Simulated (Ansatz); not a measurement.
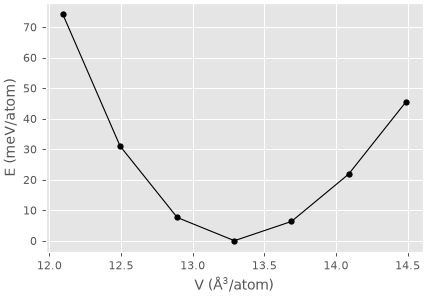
Figure: TeO$_{3}$ (ReO3 type, space group No. 221) under volume change, DFT-r²SCAN in the program Ansatz with PAW potentials, scaled uniformly.

Q: What does a third-order Birch–Murnaghan fit give for V₀, B₀ and B′?

A: V₀ = 13.30 Å³/atom, B₀ = 171 GPa, B′ = 6.4.

Space group Pm-3m (ReO3 type). The start of the workflow was typed in or built on a structure type; neither database checked (COD, Materials Project) lists it. COD files the formula under space group No. 167. Its standing as an ambient phase is unchecked. The r²SCAN relaxation kept the symmetry of its start; its stability against distortions is not shown here. Spin–orbit coupling is left out wherever it is not named.

Potentials: the earlier of the program's two PAW sets.
